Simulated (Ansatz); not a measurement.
# CH₆O₂SSi: geometry optimisation

The task is to find a stationary geometry of CH₆O₂SSi.

The runs use Ansatz 0.2.0, Gaussian basis; RKS PBE0-D4/def2-TZVP.

Levels to be run: relaxation at PBE-D4/def2-SVP; relaxation at PBE0-D4/def2-TZVP.

1 further run of the same task is left out (set aside as unsound or not needed).

**1. Where the work starts**

11 atoms, charge 0, spin multiplicity 1.

Atoms are counted from 1 here; the program's logs count them from 0.

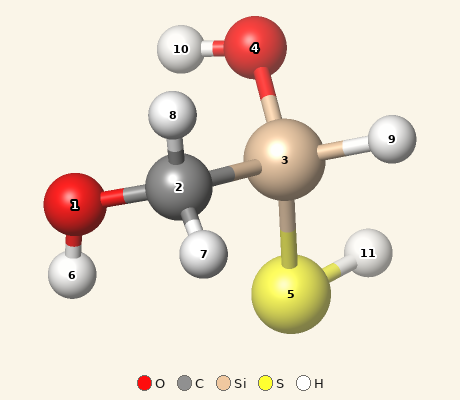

As it starts; oxygen red, carbon grey, silicon light orange, sulfur yellow, hydrogen white; atoms are numbered from 1 in the order of the file.

The start is a force-field geometry with small random shifts, so a cheaper pass at PBE-D4/def2-SVP comes first.

**2. Geometry optimisation, PBE-D4/def2-SVP (cheap first pass)**

The input, in.yaml:

```yaml
crystal:
  periodic: [false, false, false]
  atoms:
    - {symbol: O, position_ang: [-1.082400, 1.642100, 0.344500]}
    - {symbol: C, position_ang: [-1.022600, 0.321100, 0.775100]}
    - {symbol: Si, position_ang: [0.388100, -0.682600, 0.087600]}
    - {symbol: O, position_ang: [1.972400, 0.006600, 0.432900]}
    - {symbol: S, position_ang: [0.261600, -0.683500, -2.055100]}
    - {symbol: H, position_ang: [-1.313800, 1.680800, -0.627100]}
    - {symbol: H, position_ang: [-1.937600, -0.172700, 0.542100]}
    - {symbol: H, position_ang: [-0.901100, 0.372700, 1.860600]}
    - {symbol: H, position_ang: [0.397100, -2.068400, 0.620800]}
    - {symbol: H, position_ang: [1.963800, 0.949500, 0.278900]}
    - {symbol: H, position_ang: [1.339900, -1.422600, -2.239600]}
basis:
  gaussian: {orbitals: def2-SVP}
hamiltonian: {xc: pbe, dispersion: d4}
relax: {f_tol: 0.03, max_steps: 200}
```

On the command line:

```bash
ansatz run in.yaml --threads 4 --pin off --events-out ev --progress --plain --max-ram 10444MiB
```

What it wrote (excerpt; [...] marks lines left out):

```text
Functional definition: PBE
  name "PBE"
  cite "Perdew, Burke & Ernzerhof, Phys. Rev. Lett. 77, 3865 (1996) doi:10.1103/PhysRevLett.77.3865"
  parent pbe
[...]
1193 factors; their error is unknown
[...]
mean field -23918.67155632 eV, -878.9949670369 hartree, gradient 1.7e-5 eV, S^2 0.000000; 0 other end points of the search recorded, 0 dependent functions left out
[...]
reference -23918.67159000 eV, -878.9949682745 hartree; 29, 29 occupied and 79, 79 virtual orbitals, 1193 factors
relax step   1: F+E_penalty+E_count = -23918.92560970 eV  Δ(F+E_penalty+E_count) = +0.000e0 eV  max|allowed force component| = 2.576e0 eV/Å  Δτ_max = 0.0000 Å  (28 SCF iters, accepted)
[...]
relax step   4: F+E_penalty+E_count = -23919.26238123 eV  Δ(F+E_penalty+E_count) = -2.977e-2 eV  max|allowed force component| = 4.803e-1 eV/Å  Δτ_max = 0.0745 Å  (28 SCF iters, accepted)
[...]
relax step   7: F+E_penalty+E_count = -23919.29774577 eV  Δ(F+E_penalty+E_count) = -1.660e-3 eV  max|allowed force component| = 5.973e-1 eV/Å  Δτ_max = 0.1951 Å  (28 SCF iters, accepted)
[...]
relax step  10: F+E_penalty+E_count = -23919.31385814 eV  Δ(F+E_penalty+E_count) = -1.490e-3 eV  max|allowed force component| = 3.486e-1 eV/Å  Δτ_max = 0.1233 Å  (29 SCF iters, accepted)
[...]
relax step  14: F+E_penalty+E_count = -23919.31660399 eV  Δ(F+E_penalty+E_count) = -5.068e-4 eV  max|allowed force component| = 1.143e-2 eV/Å  Δτ_max = 0.0110 Å  (31 SCF iters, accepted)
1193 factors; their error is unknown
mean field -23919.05358949 eV, -879.0090064968 hartree, gradient 1.9e-5 eV, S^2 0.000000; 1 other end points of the search recorded, 0 dependent functions left out
[...]
reference -23919.05362263 eV, -879.0090077148 hartree; 29, 29 occupied and 79, 79 virtual orbitals, 1193 factors
Total energy: -23919.31663713 eV, -879.0186733195 hartree
Atom 0 at    -0.760303     1.577400     0.196327 Å, force     0.003395     0.008162    -0.010171 eV/Å
Atom 1 at    -1.016309     0.292358     0.784591 Å, force    -0.010519    -0.004318     0.002016 eV/Å
Atom 2 at     0.398583    -0.809134     0.149295 Å, force     0.004297    -0.004381    -0.004966 eV/Å
Atom 3 at     1.817535     0.046682     0.416368 Å, force    -0.000474    -0.005545     0.000327 eV/Å
Atom 4 at    -0.056015    -0.896185    -1.987623 Å, force    -0.005518    -0.000581     0.007557 eV/Å
Atom 5 at    -0.790010     1.436220    -0.774921 Å, force     0.000798     0.002774     0.007993 eV/Å
Atom 6 at    -2.044567    -0.087732     0.572341 Å, force     0.004736     0.000500    -0.001324 eV/Å
Atom 7 at    -0.943398     0.419161     1.885678 Å, force     0.000241    -0.001686     0.000696 eV/Å
Atom 8 at     0.591097    -2.166764     0.749834 Å, force     0.000630    -0.004943    -0.001240 eV/Å
Atom 9 at     1.611463     1.003888     0.377075 Å, force    -0.001382     0.011433    -0.000996 eV/Å
Atom 10 at     1.257324    -0.872894    -2.348267 Å, force     0.003795    -0.001413     0.000109 eV/Å
Dipole moment:    -0.076676     0.012721    -0.003081 e Å
```

Wall time 18 s (4 threads of Arm Neoverse V2, shared host).

Step by step:

```tsv
step	energy from step 1 (eV)	largest force component (eV/Å)
1	0.0000	2.5755
2	-0.2366	1.1376
3	-0.3070	0.9366
4	-0.3368	0.4803
5	-0.3571	0.1556
6	-0.3705	0.1135
7	-0.3721	0.5973
8	-0.3818	0.0973
9	-0.3868	0.0879
10	-0.3882	0.3486
11	-0.3905	0.0974
12	-0.3905	0.0974
13	-0.3902	0.0663
14	-0.3910	0.0114
```

Close pairs (by a distance rule), those that changed most:

```tsv
bond	before (Å)	after (Å)	change (Å)
Si3–O4	1.762	1.678	-0.083
C2–H7	1.066	1.117	+0.051
O1–C2	1.391	1.436	+0.046
S5–H11	1.320	1.362	+0.042
Si3–S5	2.146	2.186	+0.040
C2–Si3	1.863	1.902	+0.039
O4–H10	0.955	0.980	+0.024
O1–H6	1.000	0.982	-0.018
```

**3. Relaxation at PBE0-D4/def2-TZVP**

The input, in.yaml:

```yaml
crystal:
  periodic: [false, false, false]
  atoms:
    - {symbol: O, position_ang: [-0.760303, 1.577400, 0.196327]}
    - {symbol: C, position_ang: [-1.016309, 0.292358, 0.784591]}
    - {symbol: Si, position_ang: [0.398583, -0.809134, 0.149295]}
    - {symbol: O, position_ang: [1.817535, 0.046682, 0.416368]}
    - {symbol: S, position_ang: [-0.056015, -0.896185, -1.987623]}
    - {symbol: H, position_ang: [-0.790010, 1.436220, -0.774921]}
    - {symbol: H, position_ang: [-2.044567, -0.087732, 0.572341]}
    - {symbol: H, position_ang: [-0.943398, 0.419161, 1.885678]}
    - {symbol: H, position_ang: [0.591097, -2.166764, 0.749834]}
    - {symbol: H, position_ang: [1.611463, 1.003888, 0.377075]}
    - {symbol: H, position_ang: [1.257324, -0.872894, -2.348267]}
basis:
  gaussian: {orbitals: def2-TZVP}
hamiltonian: {xc: pbe0, dispersion: d4}
relax: {f_tol: 0.005, max_steps: 150}
```

The command is unchanged.

What it wrote (excerpt; [...] marks lines left out):

```text
Functional definition: PBE0
  name "PBE0"
  cite "Adamo & Barone, J. Chem. Phys. 110, 6158 (1999) doi:10.1063/1.478522"
  cite "Perdew, Burke & Ernzerhof, Phys. Rev. Lett. 77, 3865 (1996) doi:10.1103/PhysRevLett.77.3865"
  parent pbe
[...]
1285 factors; their error is unknown
[...]
mean field -23933.85956635 eV, -879.5531161107 hartree, gradient 5.6e-5 eV, S^2 0.000000; 0 other end points of the search recorded, 0 dependent functions left out
[...]
reference -23933.85959679 eV, -879.5531172294 hartree; 29, 29 occupied and 174, 174 virtual orbitals, 1285 factors
relax step   1: F+E_penalty+E_count = -23934.08232509 eV  Δ(F+E_penalty+E_count) = +0.000e0 eV  max|allowed force component| = 1.075e0 eV/Å  Δτ_max = 0.0000 Å  (28 SCF iters, accepted)
[...]
Atom 1 at    -1.026481     0.289683     0.772913 Å, force    -0.000201     0.001105     0.001303 eV/Å
Atom 2 at     0.413096    -0.735115     0.126924 Å, force     0.000043    -0.000515     0.000829 eV/Å
Atom 3 at     1.836457     0.016457     0.443173 Å, force     0.000386     0.000016     0.000086 eV/Å
Atom 4 at     0.012791    -0.818155    -1.983571 Å, force    -0.000328     0.000412    -0.000678 eV/Å
Atom 5 at    -0.948019     1.556775    -0.709782 Å, force    -0.000204     0.000646    -0.001422 eV/Å
Atom 6 at    -2.006783    -0.155389     0.555625 Å, force     0.000959     0.000190     0.000106 eV/Å
Atom 7 at    -0.954597     0.379340     1.860441 Å, force    -0.000370    -0.000341    -0.000727 eV/Å
Atom 8 at     0.538312    -2.089149     0.712002 Å, force    -0.000524     0.000345     0.000022 eV/Å
Atom 9 at     1.829505     0.968656     0.313203 Å, force    -0.000038     0.000276    -0.000188 eV/Å
Atom 10 at     1.285531    -1.083054    -2.321293 Å, force     0.000095     0.000075     0.000028 eV/Å
Dipole moment:    -0.012465    -0.008318    -0.056194 e Å
```

Run time: 41 s. Hardware: 4 threads of Arm Neoverse V2, shared host; peak memory 0.56 GiB.

Along the way:

```tsv
step	energy from step 1 (eV)	largest force component (eV/Å)
1	0.0000	1.0751
2	-0.0606	0.6920
3	-0.0778	0.1776
4	-0.0821	0.1332
5	-0.0869	0.1448
6	-0.0887	0.0843
7	-0.0890	0.0296
8	-0.0892	0.0201
9	-0.0893	0.0068
10	-0.0893	0.0057
11	-0.0893	0.0022
```

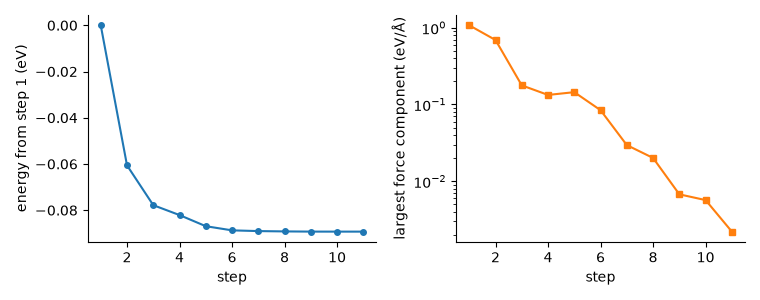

Energy and largest force along the relaxation.

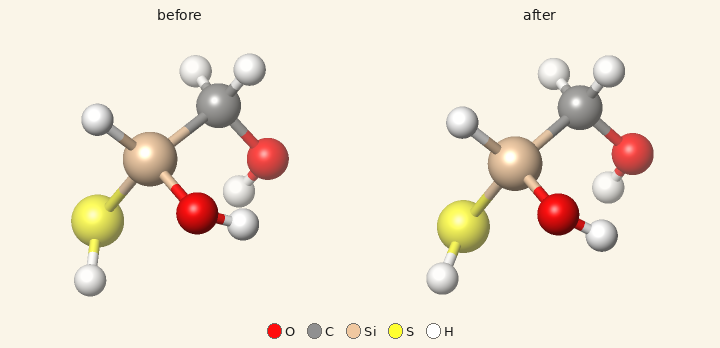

The geometry before (left) and after (right).

Distances of close pairs at the start and the end, largest changes first:

```tsv
bond	before (Å)	after (Å)	change (Å)
Si3–O4	1.678	1.640	-0.038
Si3–S5	2.186	2.150	-0.037
C2–Si3	1.902	1.881	-0.021
S5–H11	1.362	1.343	-0.019
O4–H10	0.980	0.961	-0.019
O1–H6	0.982	0.963	-0.019
C2–H7	1.117	1.098	-0.018
C2–H8	1.111	1.094	-0.017
```

Mulliken charges of the relaxed molecule (report file):

```tsv
atom	value (e)
O1	-0.44
C2	-0.19
Si3	0.43
O4	-0.51
S5	-0.36
H6	0.31
H7	0.12
H8	0.13
H9	-0.02
H10	0.34
H11	0.18
```

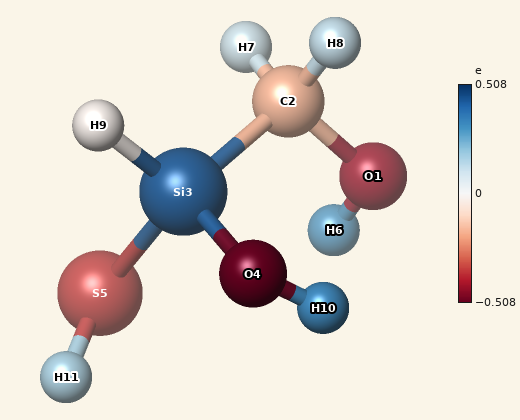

Mulliken charges of the relaxed molecule (report file), as colours on the atoms.

**4. Outcome**

```
                  quantity           value
               point group              C1
                     steps         14 + 11
shift from the start (rms)         0.210 Å
              total energy  -23934.1716 eV
           dispersion term        -221 meV
             dipole moment          0.28 D
```

The relaxed geometry lies 0.21 Å (rms) from the start; the bond that changed most is Si3–O4, from 1.762 to 1.640 Å. No vibrations were run, so it is not proven to be a minimum. The largest Mulliken charge, -0.51 e, sits on O4.
